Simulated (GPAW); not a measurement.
Band structure of KYMg₆ (Amm2, 8 atoms in the cell).

```xyz
8
Lattice="5.3357 0.0000 0.0000 0.0000 3.5993 5.8438 0.0000 -3.5993 5.8438" Properties=species:S:1:pos:R:3 pbc="T T T"
K      2.6679     0.0000     3.8804
Y      2.6679     0.0000     9.8497
Mg     2.6679    -1.7362     6.8026
Mg     2.6679     1.7362     6.8026
Mg     0.0000    -1.9081     4.9699
Mg     0.0000     1.9081     4.9699
Mg     0.0000     0.0000     7.7631
Mg     0.0000     0.0000     1.7126
```

Method of the run: PBEsol, GPAW PAW datasets PBEsol (made by gpaw-setup) (plane waves; GPAW 25.7.0).

Settings: mode = pw; ecut = 800 eV; xc = PBEsol; kpts = 3 3 3; mesh shift (steps) = 0 0 0; occupations.name = methfessel-paxton; occupations.width = 0.2 eV; occupations.order = 0; nbands = -16; convergence.forces = 0.001 eV/Å; symmetry.symmorphic = false; symmetry.tolerance = 0.0005; maxiter = 150; bandpath_npoints = 40.

The starting cell comes from a database of computed structures (which also holds hypothetical and non-ambient phases and stackings), without a prior relaxation at this level.

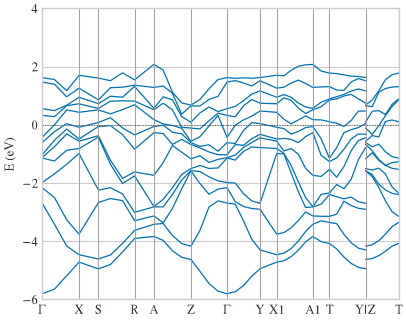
*Bands along the path, energies from the Fermi level.*

Levels in eV from the Fermi level, bands 37 to 44:
```json
[
 {"point": "Γ", "37": "-1.14", "38": "-1.13", "39": "-1.03", "40": "-0.61", "41": "-0.43", "42": "0.33", "43": "0.56", "44": "1.47"},
 {"point": "X", "37": "-0.81", "38": "-0.56", "39": "-0.49", "40": "-0.08", "41": "0.43", "42": "0.72", "43": "0.95", "44": "1.26"},
 {"point": "S", "37": "-0.43", "38": "-0.38", "39": "-0.06", "40": "0.08", "41": "0.51", "42": "0.56", "43": "0.73", "44": "0.86"},
 {"point": "R", "37": "-1.76", "38": "-1.62", "39": "-0.84", "40": "-0.35", "41": "0.69", "42": "0.81", "43": "1.32", "44": "1.36"},
 {"point": "A", "37": "-2.81", "38": "-1.74", "39": "-0.27", "40": "-0.06", "41": "0.18", "42": "0.51", "43": "0.57", "44": "1.28"},
 {"point": "Z", "37": "-1.50", "38": "-1.17", "39": "-0.68", "40": "-0.61", "41": "-0.57", "42": "-0.11", "43": "0.09", "44": "0.65"},
 {"point": "Y", "37": "-0.78", "38": "-0.45", "39": "-0.33", "40": "0.04", "41": "0.47", "42": "0.74", "43": "1.16", "44": "1.51"},
 {"point": "X1", "37": "-0.81", "38": "-0.56", "39": "-0.49", "40": "-0.08", "41": "0.43", "42": "0.72", "43": "0.95", "44": "1.26"},
 {"point": "A1", "37": "-2.81", "38": "-1.74", "39": "-0.27", "40": "-0.06", "41": "0.18", "42": "0.51", "43": "0.57", "44": "1.28"},
 {"point": "T", "37": "-2.34", "38": "-1.53", "39": "-1.26", "40": "-1.15", "41": "0.11", "42": "0.85", "43": "0.89", "44": "1.31"}
]
```

Bands cross the Fermi level along this path, so the cell is metallic at this level.
